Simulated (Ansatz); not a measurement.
Input

```
crystal:
  lattice:
    - [2.9706258376, 0.0, 0.0]
    - [-1.4853129188, 2.5726374405, 0.0]
    - [0.0, 0.0, 9.3177461286]
  atoms:
    - { symbol: B, position: [0.3333333333, 0.6666666667, 0.4788592765] }
    - { symbol: B, position: [0.6666666667, 0.3333333333, 0.9788592765] }
    - { symbol: B, position: [0.3333333333, 0.6666666667, 0.0211407235] }
    - { symbol: B, position: [0.6666666667, 0.3333333333, 0.5211407235] }
    - { symbol: Se, position: [0.3333333333, 0.6666666667, 0.25] }
    - { symbol: Se, position: [0.6666666667, 0.3333333333, 0.75] }
basis:
  ecutwfc: 420
kpoints:
  mp_grid: { grid: [12, 12, 4] }
hamiltonian:
  xc: pbe
scf:
  occupations: { method: gaussian, width: 0.1 }
output:
  forces: true
  stress: true
  eigenvalues: true
  write_density: true
  write_potential: true
  elf: true
  volumetric_format: npy
relax:
  adjacent_minimum: "off"
  f_tol: 0.01
  max_steps: 80
  cell: { stress_tol: 0.05 }
```

Launched as:

```sh
ansatz run input.yaml --threads 1 --pin off --max-ram 2560MiB --backend cpu --events-out ev --progress --plain --runs-dir out
```

Below, planes, directions and counts refer to the conventional cell (a = 2.99 Å, b = 2.99 Å, c = 9.24 Å, α = 90.00°, β = 90.00°, γ = 120.00°).

The fields are those of the run's last geometry, not of the input's.

Space group P6₃/mmc; started from the 2H molybdenite_194 prototype, which need not be the ambient phase.

Computed with DFT PBE, scalar-relativistic, plane waves, PAW (Ansatz 0.2.0).

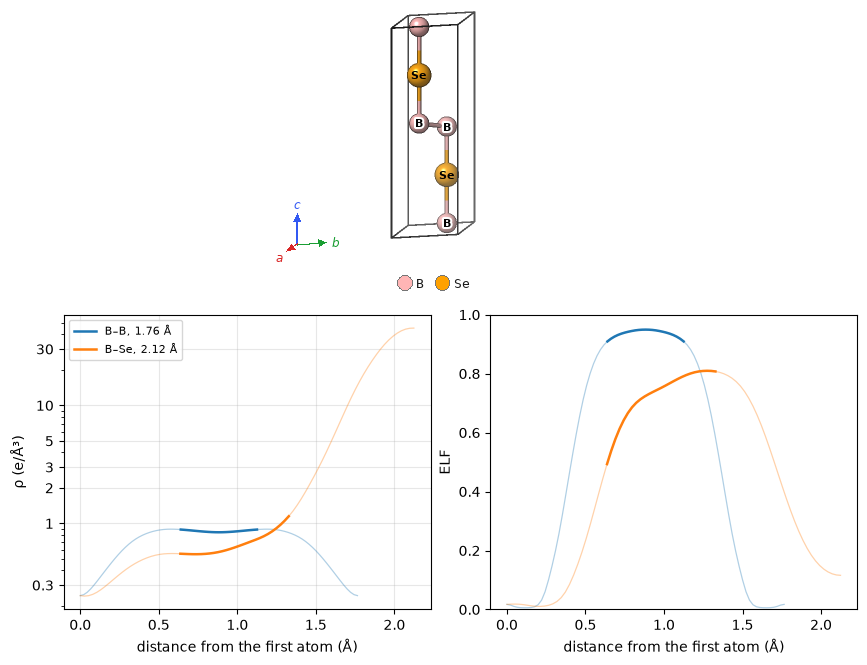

B$_{2}$Se. Valence charge density (pseudo) and electron localisation function along straight lines between neighbouring atoms. Thin, pale parts lie inside the atomic spheres. The structure is drawn too.

Core electrons are frozen (PAW), and the valence fields are smoothed inside the atomic spheres.

### What can be read from the curves?

B–B (1.76 Å): ρ at the midpoint is about 0.84 e/Å³; the ELF peaks at about 0.95 between the atoms.
B–Se (2.12 Å): the density is about 0.68 e/Å³ at the midpoint, with its minimum of 0.55 e/Å³ about 0.7 Å from B; the ELF peaks at about 0.80 between the atoms.
